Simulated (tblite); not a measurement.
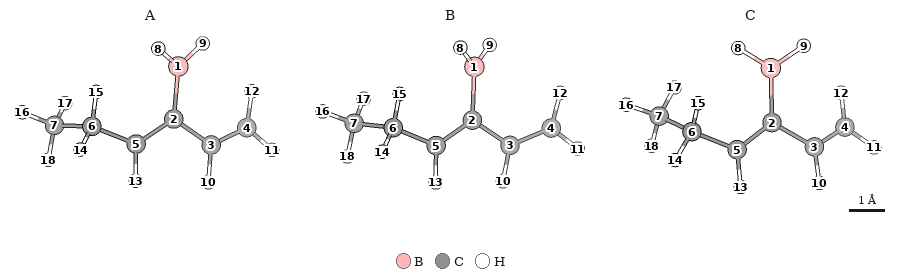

3 geometries from one relaxation of C6H11B, in shuffled order. Style: ball-and-stick. Shown at a tilt.

All numbers below come from GFN2-xTB geometry optimisation, gas phase in tblite. 

Put them in the order of the run, from the start to the converged end.

C, A, B. They are steps 0, 82, 127, at +4.11 kcal/mol, +0.62 kcal/mol relative to the last. H12 moves most after the best rigid fit: 1.06 Å. By element the largest moves are H 1.06 Å, C 0.36 Å, B 0.11 Å. Near-neighbour distances that change, for instance: C2–C3 1.508 → 1.466 Å, B1–C2 1.581 → 1.551 Å, C6–H15 1.118 → 1.090 Å, C5–C6 1.516 → 1.491 Å. Bond angles that change, for instance: C3–C4–H11 118.7° → 121.8°, H14–C6–H15 106.7° → 108.9°, C2–C3–H10 117.9° → 115.8°. Groups turn about B1–C2 by about 40°, C2–C3 by about 35°, C5–C6 by about 25°. The energy falls by 4.11 kcal/mol in 127 geometry steps.
